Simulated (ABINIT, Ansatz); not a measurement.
# Hf (Hafnium): phonons by linear response

Aim: the phonon dispersion of Hf (Hafnium), checked by a second program.

Program: ABINIT 10.8.3. Level of theory: DFT PBEsol, scalar-relativistic, plane waves, PseudoDojo norm-conserving pseudopotentials. Results are calculated unless marked as measured.

**1. The structure**

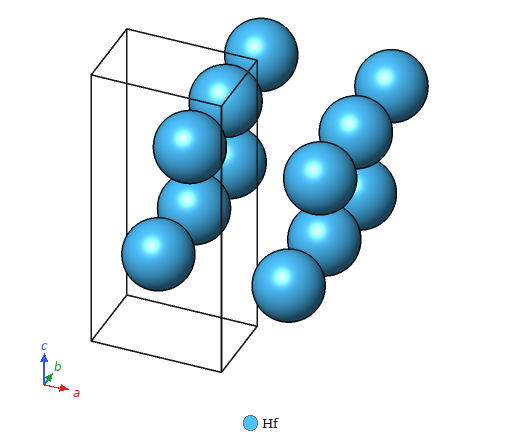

Start, viewed slightly off an axis; hafnium blue. 2×3×1 cells are drawn.

**2. A first look**

A first run with smearing and empty bands tells whether the crystal has a gap, which decides between fixed occupations and smearing later on.

probe.abi reads:

```
# ground state
tolvrs 1.0d-08
prtden 1
prtwf 1

# basis, mesh and filling
ecut 25.0
ngkpt 6 6 4
nshiftk 1
shiftk 0.0 0.0 0.0
istwfk *1
occopt 7
tsmear 0.005
nband 19
nstep 100
diemac 9.0
prtebands 0
prtgsr 0

# cell and atoms
acell 6.040887503 6.040887503 9.557856793
rprim 
    1.0 0.0 0.0
    -0.5 0.8660254038 0.0
    0.0 0.0 1.0
ntypat 1
znucl 72
natom 2
typat 1 1
xred 
    1/3 2/3 0.25
    2/3 1/3 0.75
pp_dirpath "./pseudo"
pseudos "Hf.upf"
```

The run is started by

```console
> OMP_NUM_THREADS=1 mpirun -n 8 abinit probe.abi > probe.log
```

Numbers of over 12 decimals in the logs are rounded to 6 here.

probe.abo, the main output file:

```text
[banners, grids, parts of the stress and lines that vanish by symmetry left out]
- input  file    -> probe.abi
- output file    -> probe.abo
- root for input  files -> probei
[...]
Symmetries : space group P6_3/m m c (#194); Bravais hP (primitive hexag.)
[...]
mpw =        1824          nfft =       40500          nkpt =          21
[...]
== DATASET  1 ==================================================================
[...]
cutoff_energies: {ecut:  25.0, pawecutdg:  -1.0, }
[...]
ETOT  1  -112.70831485288    -1.127E+02 1.306E-01 1.878E+01
 ETOT  2  -112.76108121971    -5.277E-02 1.828E-02 8.876E-01
 ETOT  3  -112.76134541598    -2.642E-04 5.487E-03 5.646E-04
 ETOT  4  -112.76134567214    -2.562E-07 1.946E-03 9.740E-06
 ETOT  5  -112.76134567416    -2.011E-09 1.380E-03 1.023E-07
 ETOT  6  -112.76134567418    -2.102E-11 1.210E-03 1.395E-09
 At SCF step    6       vres2   =  1.40E-09 < tolvrs=  1.00E-08 =>converged.
[...]
sigma(1 1)=  1.35337793E-04  sigma(3 2)=  0.00000000E+00
  sigma(2 2)=  1.35337792E-04  sigma(3 1)=  0.00000000E+00
  sigma(3 3)=  1.09943426E-04  sigma(2 1)=  0.00000000E+00
[...]
convergence: {deltae: -2.102E-11, res2:  1.395E-09, residm:  1.210E-03, diffor: null, }
etotal    :  -1.12761346E+02
[...]
sigma(1 1)=  1.35337793E-04  sigma(3 2)=  0.00000000E+00
  sigma(2 2)=  1.35337792E-04  sigma(3 1)=  0.00000000E+00
  sigma(3 3)=  1.09943426E-04  sigma(2 1)=  0.00000000E+00
[...]
- sigma(1 1)=  3.98177534E+00  sigma(3 2)=  0.00000000E+00
- sigma(2 2)=  3.98177532E+00  sigma(3 1)=  0.00000000E+00
- sigma(3 3)=  3.23464727E+00  sigma(2 1)=  0.00000000E+00
[...]
fcart      2.2286834690E-29  1.2867310007E-29 -1.1539276088E-25
           strten      1.3533779287E-04  1.3533779245E-04  1.0994342602E-04
================================================================================

[key lines of the parts left out:]
pressure_GPa:  -3.7327E+00
```

It took 3.8 s on 8 MPI ranks of Arm Neoverse V2, shared host; 30 s of CPU time.

Read from the output:

```yaml
volume_per_atom: 22.38 Å³
pressure: -3.733 GPa
gap_on_the_k_mesh: 0 eV
```

No gap opens on this mesh, so smearing is kept; the printed pressure holds the stress of the finite basis too.

**3. Relaxing the cell and atoms**

The harmonic expansion needs vanishing forces, and a free crystal bears no stress, so cell and atoms are brought to rest. Stress is more sensitive to the basis than forces are: the last 3 Ha under the cutoff are smoothed with ecutsm, and the cutoff is raised above that of the later runs.

relax.abi reads:

```
# relaxation
ionmov 2
optcell 2
dilatmx 1.08
ntime 40
tolmxf 1.0d-05
tolvrs 1.0d-14
prtwf 0
prtden 0
chksymtnons 0

# basis, mesh and filling
ecut 32.0
ecutsm 3.0
ngkpt 12 12 6
nshiftk 1
shiftk 0.0 0.0 0.0
istwfk *1
occopt 7
tsmear 0.01
nband 19
nstep 100
diemac 1000000.0
prtebands 0
prtgsr 0

# cell and atoms
acell 6.040887503 6.040887503 9.557856793
rprim 
    1.0 0.0 0.0
    -0.5 0.8660254038 0.0
    0.0 0.0 1.0
ntypat 1
znucl 72
natom 2
typat 1 1
xred 
    1/3 2/3 0.25
    2/3 1/3 0.75
pp_dirpath "./pseudo"
pseudos "Hf.upf"
```

The run is started by

```console
> OMP_NUM_THREADS=1 mpirun -n 8 abinit relax.abi > relax.log
```

relax.abo, the main output file:

```text
[banners, grids, parts of the stress and lines that vanish by symmetry left out]
- input  file    -> relax.abi
- output file    -> relax.abo
- root for input  files -> relaxi
[...]
Symmetries : space group P6_3/m m c (#194); Bravais hP (primitive hexag.)
[...]
mpw =        3333          nfft =       69984          nkpt =          76
[...]
== DATASET  1 ==================================================================
[...]
cutoff_energies: {ecut:  32.0, pawecutdg:  -1.0, }
[...]
ETOT  1  -112.71141389904    -1.127E+02 1.606E-01 2.874E+01
 ETOT  2  -112.76332121041    -5.191E-02 3.493E-02 3.918E-01
 ETOT  3  -112.76340346501    -8.225E-05 4.442E-03 6.858E-03
 ETOT  4  -112.76340433080    -8.658E-07 4.047E-03 4.924E-05
 ETOT  5  -112.76340433632    -5.523E-09 3.430E-03 3.181E-07
[...]
At SCF step    9       vres2   =  8.79E-16 < tolvrs=  1.00E-14 =>converged.
[...]
sigma(1 1)=  1.13307941E-04  sigma(3 2)=  0.00000000E+00
  sigma(2 2)=  1.13307940E-04  sigma(3 1)=  0.00000000E+00
  sigma(3 3)=  1.13098752E-04  sigma(2 1)=  0.00000000E+00
[...]
convergence: {deltae:  1.393E-12, res2:  8.788E-16, residm:  4.957E-04, diffor: null, }
etotal    :  -1.12763404E+02
[...]
ETOT  1  -112.76327738917    -1.128E+02 4.078E-01 3.071E+00
[...]
At SCF step    8       vres2   =  9.38E-15 < tolvrs=  1.00E-14 =>converged.
[...]
sigma(1 1)=  7.77646701E-05  sigma(3 2)=  0.00000000E+00
  sigma(2 2)=  7.77646697E-05  sigma(3 1)=  0.00000000E+00
  sigma(3 3)=  7.59595821E-05  sigma(2 1)=  0.00000000E+00
[...]
convergence: {deltae: -9.379E-13, res2:  9.384E-15, residm:  9.801E-03, diffor: null, }
etotal    :  -1.12763697E+02
[...]
ETOT  1  -112.76219002956    -1.128E+02 4.242E-01 1.293E+01
[...]
At SCF step    9       vres2   =  2.02E-16 < tolvrs=  1.00E-14 =>converged.
[...]
sigma(1 1)= -5.54214632E-07  sigma(3 2)=  0.00000000E+00
  sigma(2 2)= -5.54215075E-07  sigma(3 1)=  0.00000000E+00
  sigma(3 3)= -5.36478090E-06  sigma(2 1)=  0.00000000E+00
[...]
convergence: {deltae: -1.151E-12, res2:  2.023E-16, residm:  2.950E-05, diffor: null, }
etotal    :  -1.12763937E+02
[...]
ETOT  1  -112.76393582042    -1.128E+02 1.243E-05 9.414E-03
[...]
At SCF step    7       vres2   =  1.77E-15 < tolvrs=  1.00E-14 =>converged.
[...]
sigma(1 1)=  1.39151275E-06  sigma(3 2)=  0.00000000E+00
  sigma(2 2)=  1.39151230E-06  sigma(3 1)=  0.00000000E+00
  sigma(3 3)= -2.73343286E-06  sigma(2 1)=  0.00000000E+00
[...]
convergence: {deltae: -1.421E-14, res2:  1.769E-15, residm:  4.928E-06, diffor: null, }
etotal    :  -1.12763937E+02
[...]
ETOT  1  -112.76393705404    -1.128E+02 4.256E-06 1.037E-03
[...]
At SCF step    7       vres2   =  1.96E-16 < tolvrs=  1.00E-14 =>converged.
[...]
sigma(1 1)=  1.61937176E-06  sigma(3 2)=  0.00000000E+00
  sigma(2 2)=  1.61937132E-06  sigma(3 1)=  0.00000000E+00
[...]
convergence: {deltae:  2.132E-13, res2:  1.965E-16, residm:  3.771E-06, diffor: null, }
etotal    :  -1.12763937E+02
[...]
ETOT  1  -112.76393649906    -1.128E+02 3.404E-06 4.796E-03
[...]
At SCF step    7       vres2   =  2.74E-15 < tolvrs=  1.00E-14 =>converged.
[...]
convergence: {deltae: -1.094E-12, res2:  2.745E-15, residm:  9.655E-07, diffor: null, }
etotal    :  -1.12763937E+02
[...]
ETOT  1  -112.76393734251    -1.128E+02 4.485E-04 8.224E-04
[...]
At SCF step    7       vres2   =  4.77E-16 < tolvrs=  1.00E-14 =>converged.
[...]
sigma(2 2)=  3.17247257E-07  sigma(3 1)=  0.00000000E+00
  sigma(3 3)=  2.79584484E-07  sigma(2 1)=  0.00000000E+00
[...]
convergence: {deltae: -8.384E-13, res2:  4.771E-16, residm:  1.861E-06, diffor: null, }
etotal    :  -1.12763937E+02
[...]
ETOT  1  -112.76393746319    -1.128E+02 1.842E-06 1.488E-04
[...]
ETOT  5  -112.76393748337     1.222E-12 4.662E-07 6.556E-13
 ETOT  6  -112.76393748337    -3.126E-13 1.684E-06 8.319E-15
 At SCF step    6       vres2   =  8.32E-15 < tolvrs=  1.00E-14 =>converged.
[...]
sigma(1 1)=  1.84498643E-08  sigma(3 2)=  0.00000000E+00
  sigma(2 2)=  1.84494220E-08  sigma(3 1)=  0.00000000E+00
  sigma(3 3)=  4.96852834E-08  sigma(2 1)=  0.00000000E+00
[...]
convergence: {deltae: -3.126E-13, res2:  8.319E-15, residm:  1.684E-06, diffor: null, }
etotal    :  -1.12763937E+02
[...]
At Broyd/MD step   8, gradients are converged :
[...]
sigma(1 1)=  1.84498643E-08  sigma(3 2)=  0.00000000E+00
  sigma(2 2)=  1.84494220E-08  sigma(3 1)=  0.00000000E+00
  sigma(3 3)=  4.96852834E-08  sigma(2 1)=  0.00000000E+00
[...]
- sigma(1 1)=  5.42813748E-04  sigma(3 2)=  0.00000000E+00
- sigma(2 2)=  5.42800734E-04  sigma(3 1)=  0.00000000E+00
- sigma(3 3)=  1.46179151E-03  sigma(2 1)=  0.00000000E+00
[...]
fcart      4.5054918087E-29 -2.6012469086E-29 -0.0000000000E+00
           strten      1.8449864279E-08  1.8449421969E-08  4.9685283443E-08
================================================================================

[key lines of the parts left out:]
pressure_GPa:  -8.4914E-04
Total energy (etotal) [Ha]= -1.12763937483370E+02
```

Run time: 1.9 min. Hardware: 8 MPI ranks.

Relaxation path:

```csv
step,energy less that of the first step (eV),largest force (eV/Å),volume (Å³)
1,0.0000,0.0000,44.76
2,-0.0080,0.0000,44.31
3,-0.0145,0.0000,43.37
4,-0.0145,0.0000,43.40
5,-0.0145,0.0000,43.40
6,-0.0145,0.0000,43.41
7,-0.0145,0.0000,43.40
8,-0.0145,0.0000,43.40
```

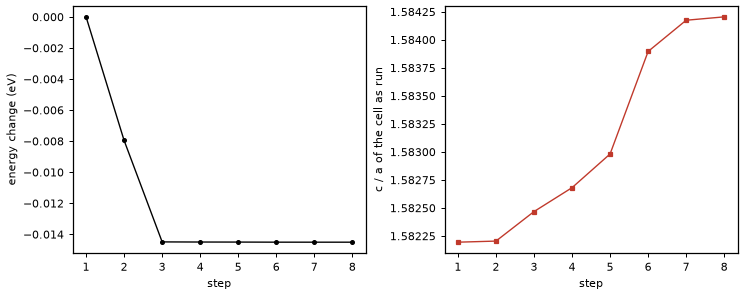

Energy and cell shape along the relaxation.

```csv
"conventional cell, symmetrised",before,after,change
a (Å),3.197,3.163,-1.1 %
b (Å),3.197,3.163,-1.1 %
c (Å),5.058,5.010,-0.9 %
volume (Å³/atom),22.38,21.70,-3.0 %
```

The relaxed structure:

```
Hf
1.0
     3.16255    0.00000    0.00000
    -1.58128    2.73885    0.00000
     0.00000    0.00000    5.01013
Hf
2
Direct
  0.33333 0.66667 0.25000
  0.66667 0.33333 0.75000
```

Numbers from this step:

| Property | Result |
| --- | --- |
| volume per atom | 21.70 Å³ |
| pressure | -8.49e-4 GPa |

The volume changes by -3.0 % in this run and stands -3.0 % from the first cell.

**4. Ground state**

First-order wavefunctions inherit every error of the ground state, hence the very tight tolvrs. Smearing stays on, as the first look found no gap above 0.3 eV.

gs.abi reads:

```
# ground state
tolvrs 1.0d-16
prtden 1
prtwf 1

# basis, mesh and filling
ecut 25.0
ngkpt 12 12 6
nshiftk 1
shiftk 0.0 0.0 0.0
istwfk *1
occopt 7
tsmear 0.01
nband 19
nstep 100
diemac 1000000.0
prtebands 0
prtgsr 0

# cell and atoms
acell 5.976362487 5.976362487 9.467776422
rprim 
    1.0 0.0 0.0
    -0.5 0.8660254038 0.0
    0.0 0.0 1.0
ntypat 1
znucl 72
natom 2
typat 1 1
xred 
    1/3 2/3 0.25
    2/3 1/3 0.75
pp_dirpath "./pseudo"
pseudos "Hf.upf"
```

The run is started by

```console
> OMP_NUM_THREADS=1 mpirun -n 8 abinit gs.abi > gs.log
```

gs.abo, the main output file:

```text
[banners, grids, parts of the stress and lines that vanish by symmetry left out]
- input  file    -> gs.abi
- output file    -> gs.abo
- root for input  files -> gsi
[...]
Symmetries : space group P6_3/m m c (#194); Bravais hP (primitive hexag.)
[...]
mpw =        1785          nfft =       40500          nkpt =          76
[...]
== DATASET  1 ==================================================================
[...]
cutoff_energies: {ecut:  25.0, pawecutdg:  -1.0, }
[...]
ETOT  1  -112.71523435489    -1.127E+02 1.467E-01 1.736E+01
 ETOT  2  -112.76339597024    -4.816E-02 3.213E-02 4.527E-01
 ETOT  3  -112.76353808674    -1.421E-04 5.097E-03 1.164E-03
 ETOT  4  -112.76353837096    -2.842E-07 2.753E-03 2.098E-05
 ETOT  5  -112.76353837510    -4.141E-09 1.250E-03 1.269E-07
[...]
ETOT  9  -112.76353837513    -7.248E-13 1.218E-04 2.267E-16
 ETOT 10  -112.76353837513     6.537E-13 1.184E-04 2.346E-18
 At SCF step   10       vres2   =  2.35E-18 < tolvrs=  1.00E-16 =>converged.
[...]
sigma(1 1)=  1.83245016E-05  sigma(3 2)=  0.00000000E+00
  sigma(2 2)=  1.83245011E-05  sigma(3 1)=  0.00000000E+00
  sigma(3 3)=  1.84520291E-05  sigma(2 1)=  0.00000000E+00
[...]
convergence: {deltae:  6.537E-13, res2:  2.346E-18, residm:  1.184E-04, diffor: null, }
etotal    :  -1.12763538E+02
[...]
sigma(1 1)=  1.83245016E-05  sigma(3 2)=  0.00000000E+00
  sigma(2 2)=  1.83245011E-05  sigma(3 1)=  0.00000000E+00
  sigma(3 3)=  1.84520291E-05  sigma(2 1)=  0.00000000E+00
[...]
- sigma(1 1)=  5.39125449E-01  sigma(3 2)=  0.00000000E+00
- sigma(2 2)=  5.39125436E-01  sigma(3 1)=  0.00000000E+00
- sigma(3 3)=  5.42877439E-01  sigma(2 1)=  0.00000000E+00
[...]
fcart     -2.2527459044E-29  3.9018703629E-29 -0.0000000000E+00
           strten      1.8324501552E-05  1.8324501109E-05  1.8452029114E-05
================================================================================

[key lines of the parts left out:]
pressure_GPa:  -5.4038E-01
```

Elapsed: 12 s, on 8 MPI ranks.

Read from the output:

| Property | Result |
| --- | --- |
| pressure | -0.5404 GPa |

The cell stands at -0.54 GPa: the relaxation ran with a smoothed and higher cutoff, and the difference is a stress of the finite basis.

[end of part 1 of 4]

[Host names and launcher messages were left out of these logs when they were recorded.]

[Logs are printed without paths, hosts, clocks, repeated set-up lines and the standing remarks that a program may print on its own settings, such as how far it seeks lower states.]

[Hosts, paths, dates, database ids (printed as entryN), source tags and the programs' standing remarks are cut or masked in the printed files.]
